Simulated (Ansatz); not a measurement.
# HgSe: pressure series

Base system: HgSe in the zinc blende structure (space group F-43m, No. 216; a = 6.260 Å).

Cell and atoms are relaxed at each pressure.

Levels (all Ansatz, a quantum-chemistry and plane-wave program, PAW, earlier PAW set): PBE (420 eV, no spin-orbit coupling); PBEsol (420 eV, without spin-orbit coupling).

The base cell above is that of PBE; each level relaxes its own structures.

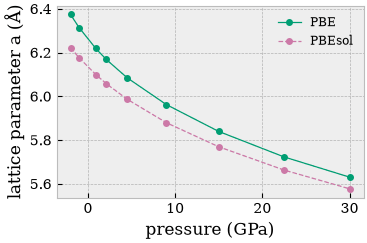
Lattice parameter a under two levels

**Question.** How do the two levels compare along the series?

**Answer.** PBE lies above PBEsol in every row, by 0.053 Å to 0.151 Å. They put the cases in the same order.

The mesh was chosen for an insulator and is coarse for the gapless case. Load acts through the strain it causes; cell and atoms are relaxed under it. Whether these cells are dynamically stable was not tested. Tetrahedral semiconductors of this kind turn to denser phases somewhere between about 1 and 50 GPa; those were not computed, so compressed cells here can lie past the real transition. The final runs are not spin-polarised.
